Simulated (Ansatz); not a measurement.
# Frequency calculation of SiH₃O₄

The run: frequency calculation of SiH₃O₄, multiplicity 2, SMILES [O][Si](O)(O)O. Method and program: HF/STO-3G, UHF (Ansatz 0.2.0).

The geometry was optimised with HF/STO-3G. Figures and captions count atoms from 1; the log counts them from 0 in places.

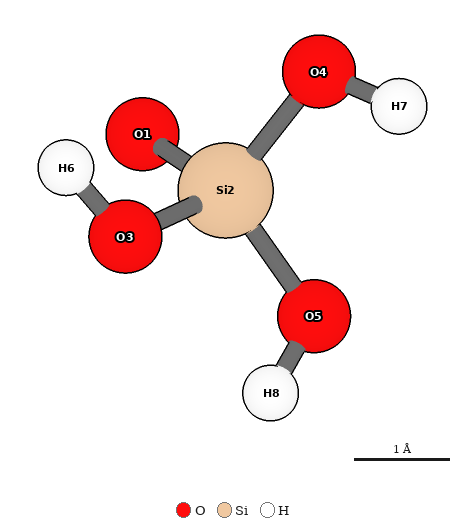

*The input geometry (ball-and-stick view, seen at a tilt; atoms are numbered from 1 in the order of the input).*

Bond lengths as drawn: H–O 0.98 Å and O–Si 1.65 to 1.70 Å.

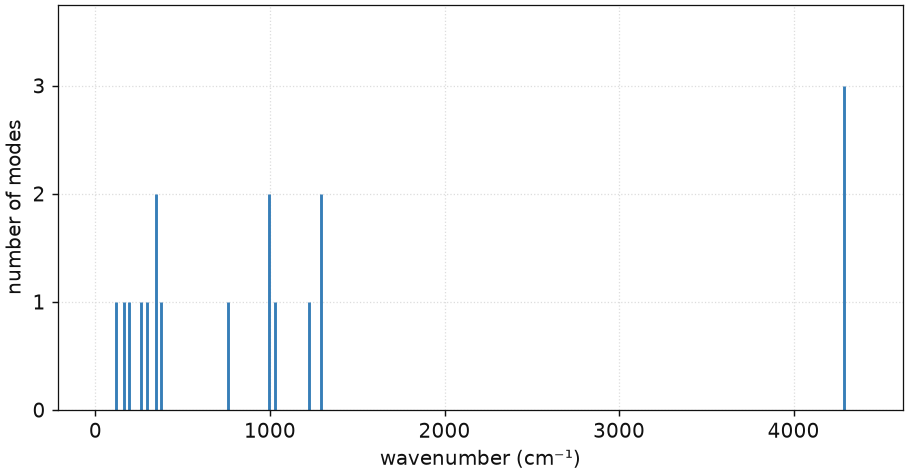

*Harmonic vibrational wavenumbers from the force constants; neighbouring modes closer than 19 cm⁻¹ are counted in one stick.*

18 modes from 120 to 4294 cm⁻¹, none imaginary.

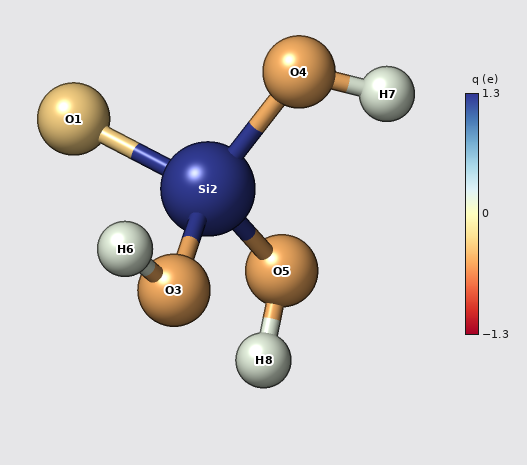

*Mulliken charges, as the colour of each atom (ball-and-stick view, seen at a tilt; atoms are numbered from 1 in the order of the input; Mulliken charges depend strongly on the basis).*

By element: O −0.49 to −0.31, Si +1.27 and H +0.17 e.

The input that produced these results follows, with the program's output.

## Input file
```yaml
crystal:
  periodic: [false, false, false]
  atoms:
    - {symbol: O, position_ang: [-1.556473, 0.322859, 1.205781]}
    - {symbol: Si, position_ang: [-0.271320, 0.057441, 0.118956]}
    - {symbol: O, position_ang: [1.135300, -0.153700, 0.966288]}
    - {symbol: O, position_ang: [-0.265847, 1.386268, -0.867967]}
    - {symbol: O, position_ang: [-0.446847, -1.303095, -0.805819]}
    - {symbol: H, position_ang: [1.274626, 0.596916, 1.583280]}
    - {symbol: H, position_ang: [0.021795, 1.115288, -1.767004]}
    - {symbol: H, position_ang: [0.108665, -2.021877, -0.433515]}
basis:
  gaussian: {orbitals: STO-3G}
magnetization: {spin_polarized: true, initial_magnetization: 1}
hamiltonian: {xc: hf}
phonons: {temperatures: {t_min: 298.15, t_max: 298.15, t_step: 1}}
```

Command:
```bash
ansatz run job.yaml --threads 1 --pin off --max-ram 3480MiB --events-out events.jsonl --progress --plain --runs-dir runs
```

## The program's output
```
Functional definition: HF
  name "HF"
  exchange = exact_x
  correlation = 0
463 factors; integrals over basis functions are off by at most 8.3e-6 eV
mean field evaluation 1: about -15852.7775 eV, gradient 2.4e1 eV
mean field evaluation 2: about -15852.8623 eV, gradient 2.4e1 eV
mean field evaluation 4: about -15857.8554 eV, gradient 1.4e0 eV
mean field evaluation 8: about -15857.9002 eV, gradient 2.1e-1 eV
mean field evaluation 16: about -15857.7668 eV, gradient 2.3e0 eV
mean field evaluation 32: about -15857.8667 eV, gradient 8.5e-2 eV
mean field evaluation 64: about -15857.8507 eV, gradient 5.3e-2 eV
mean field -15857.89836013 eV, -582.7670158652 hartree, gradient 8.9e-6 eV, S^2 0.754710; 2 other end points of the search recorded, 0 dependent functions left out
the calculation of the forces begins
reference -15857.89836013 eV, -582.7670158652 hartree; 25, 24 occupied and 7, 8 virtual orbitals, 463 factors
these checks for a lower state are left out or cut short: stability, starts, cluster_reference, orbital_swaps, neighbouring_geometries, increment
463 factors; integrals over basis functions are off by at most 8.3e-6 eV
mean field -15857.89829831 eV, -582.7670135935 hartree, gradient 2.7e-6 eV, S^2 0.754659; 0 other end points of the search recorded, 0 dependent functions left out
[... from here on the field's lines of each further geometry are left out, up to the last ...]
the calculation of the forces begins
reference -15857.89832616 eV, -582.7670146167 hartree; 25, 24 occupied and 7, 8 virtual orbitals, 463 factors
these checks for a lower state are left out or cut short: stability, starts, cluster_reference, orbital_swaps, neighbouring_geometries, increment
463 factors; integrals over basis functions are off by at most 8.3e-6 eV
mean field evaluation 416: about -15857.8983 eV, gradient 2.0e-6 eV
mean field -15857.89832594 eV, -582.7670146087 hartree, gradient 2.3e-6 eV, S^2 0.754709; 0 other end points of the search recorded, 0 dependent functions left out
the calculation of the forces begins
reference -15857.89832594 eV, -582.7670146087 hartree; 25, 24 occupied and 7, 8 virtual orbitals, 463 factors
Total energy: -15857.89836013 eV, -582.7670158652 hartree
Atom 0 at    -1.556473     0.322859     1.205781 Å, force     0.000075     0.000061     0.000007 eV/Å
Atom 1 at    -0.271320     0.057441     0.118956 Å, force     0.000046     0.000225     0.000066 eV/Å
Atom 2 at     1.135300    -0.153700     0.966288 Å, force     0.000154    -0.000211     0.000061 eV/Å
Atom 3 at    -0.265847     1.386268    -0.867967 Å, force     0.000054     0.000144     0.000065 eV/Å
Atom 4 at    -0.446847    -1.303095    -0.805819 Å, force     0.000065    -0.000229    -0.000004 eV/Å
Atom 5 at     1.274626     0.596916     1.583280 Å, force    -0.000388    -0.000088    -0.000321 eV/Å
Atom 6 at     0.021795     1.115288    -1.767004 Å, force    -0.000066    -0.000005     0.000041 eV/Å
Atom 7 at     0.108665    -2.021877    -0.433515 Å, force     0.000059     0.000103     0.000084 eV/Å
Dipole moment:     0.286773    -0.068346     0.006650 e Å
Vibrations: 120.11 162.35 193.44 262.14 294.28 343.49 349.00 375.05 758.40 985.60 998.98 1028.75 1223.74 1287.72 1300.54 4287.75 4290.99 4294.42 cm⁻¹, zero-point energy 1.398340 eV
```

## Summary

| quantity | value |
| --- | --- |
| outcome | converged |
| total energy | −582.767016 hartree |
| basis functions | 32 |
| largest force | 0.001 eV/Å |
| ⟨S²⟩ | 0.755 |
| zero-point energy | 0.051388 hartree |
| dipole moment | 1.42 D |
| wavenumbers, lowest and highest | 120 and 4294 cm⁻¹ |
| hardware | 1 thread of Arm Neoverse V2, 112 GiB of memory available, shared host |
| wall time | 22 s |
| peak memory | 0.09 GiB |
